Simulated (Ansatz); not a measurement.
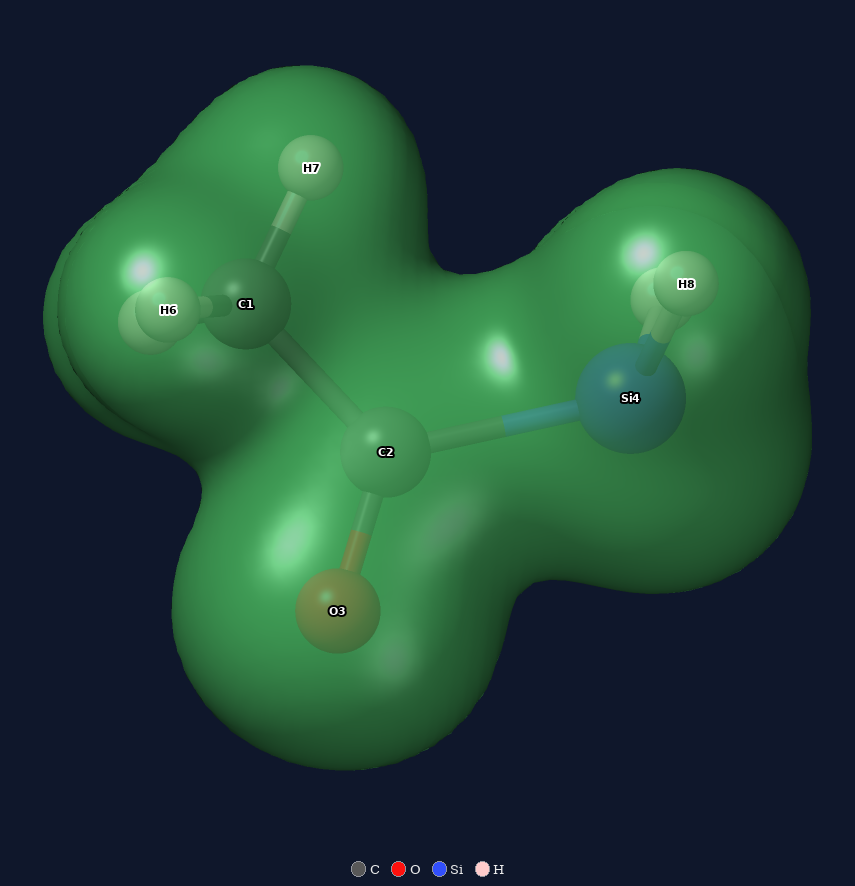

C2H5OSi (doublet). Isosurface of the total electron density at 0.1 e/Å³ (green), seen across its widest extent.

Not at a stationary point (largest force 1.9 eV/Å).

Method: SCF cam_b3lyp, Gaussian basis (Ansatz).

```tsv
atom	x (Å)	y (Å)	z (Å)
C	-1.1390	0.0629	-0.2423
C	-0.0295	-0.3127	0.6894
O	-0.2894	-0.8125	1.7718
Si	1.7357	-0.0306	0.2250
H	-1.7327	-0.8400	-0.4965
H	-1.8001	0.8077	0.2480
H	-0.7398	0.5031	-1.1804
H	1.9527	1.4039	-0.0137
H	2.0422	-0.7818	-1.0013
```

### What does this surface tell about the bonding?

At this value the surface is in one piece. It bridges the sampled C–O (1.22 Å), C–C (1.50 Å), C–Si (1.85 Å) and C–H (1.11 Å) contacts, where the density stays above the isovalue. On the grid the lowest density along these lines, outside the cores, is 2.7 e/Å³ (C–O, 1.22 Å), 1.8 e/Å³ (C–C, 1.50 Å), 0.81 e/Å³ (C–Si, 1.85 Å) and 1.8 e/Å³ (C–H, 1.11 Å).
